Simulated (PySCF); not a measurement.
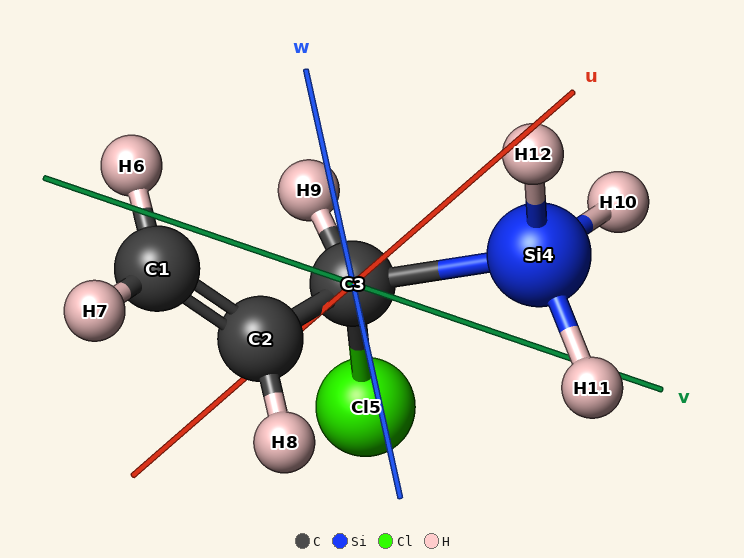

The lines u, v and w are the principal axes of the static dipole polarisability. The computed structure is the end point of a GFN2-xTB optimisation. No frequency run is at hand to confirm it as a minimum. Level of theory: B3LYP/def2-SVPD (PySCF 2.14.0).

### Along which axis is the molecule most polarisable, and along which least?

Most along v, least along w.

### Give the three principal values.

u 79.0, v 96.9, w 65.8 bohr³; mean 80.6, anisotropy 27.0 bohr³.

The geometry is semi-empirical. Around Si such bond lengths and angles can be off by a tenth of an ångström or more and by several degrees, and values that hang on the shape move with them.
